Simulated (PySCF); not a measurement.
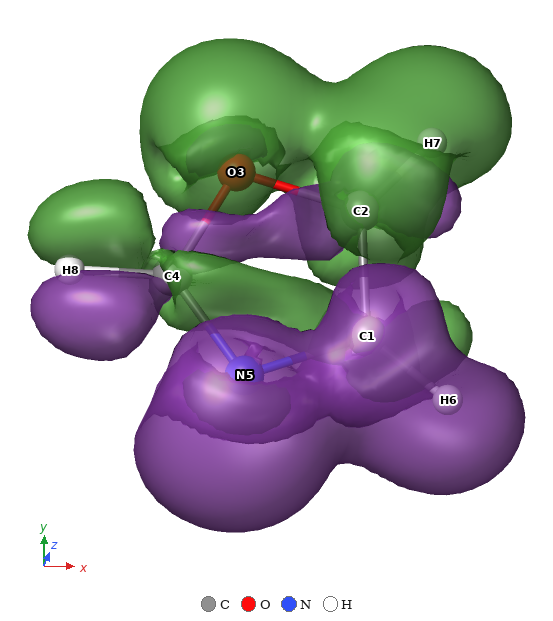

C$_{3}$H$_{3}$NO, SMILES `c1cocn1`. Change of the electron density in a uniform field of 0.41 V/Å, surfaces at ±0.002 e/Å³ (purple: gain, green: loss).

Computed with PySCF, PBE0/def2-SVPD, geometry: GFN2-xTB. No frequency check shows the geometry to be a minimum.

Cartesian coordinates (Å):

```
C1       0.9410   -0.6638    0.0000
C2       0.8839    0.6940    0.0000
O3      -0.4169    1.0535    0.0000
C4      -1.0875   -0.1027    0.0000
N5      -0.3345   -1.1507    0.0000
H6       1.7880   -1.3169    0.0000
H7       1.6235    1.4670    0.0000
H8      -2.1586   -0.0882    0.0000
```

### Along which Cartesian direction does the field point?

Along +y: electrons gather on the −y side, against the field.

### What dipole is induced, and what polarisability does it imply?

The induced dipole is 0.91 D (along the field); α along this axis, from the fields in both directions, is 45 bohr³ (6.7 Å³).

### Which atoms gain and lose the most charge?

Electrons gather most on N5 (Hirshfeld charge changes by −0.026 e) and leave O3 most (+0.021 e); 0.085 electrons are displaced in all.

Cost of the run: 16 s on 1 thread of AMD EPYC 9R14 (Zen 4), with other jobs on the host, peak memory 0.6 GiB.
